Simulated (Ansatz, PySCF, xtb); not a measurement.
CHN (SMILES C#N) and H4OSi (SMILES O[SiH3]) are pulled apart as rigid monomers along the line of their centres of mass, from the B3LYP-D3(BJ)/def2-TZVP minimum. Starting geometry (charge 0, multiplicity 1):
```xyz
9

C     -1.242     1.041     0.180
N     -1.988     1.382    -0.622
H     -0.541     0.722     0.932
O      0.747     0.102     2.374
Si     0.308    -0.823     3.688
H      1.667     0.369     2.291
H      1.052    -2.103     3.702
H     -1.136    -1.061     3.516
H      0.572    -0.100     4.953
```

Interaction energies with rigid monomers; basis-set methods are counterpoise corrected unless marked otherwise.

Rows in 6-31G* carry no dispersion term and start afresh at each structure (6-31G* with six Cartesian d functions).

The values were computed with Ansatz (a program for electronic structure) with Gaussian orbitals; PySCF for 6-31G* rows, the dispersion terms; xtb for the GFN methods. Values without a source in brackets are computed.

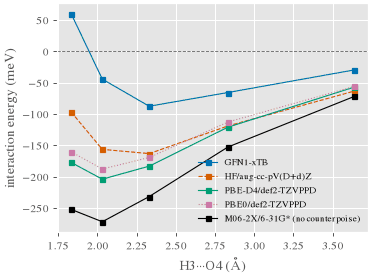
*Interaction energy against separation*

Q: Which level binds most strongly at H3···O4 = 2.03, and by how much?

A: M06-2X/6-31G* (no counterpoise), -272 meV.
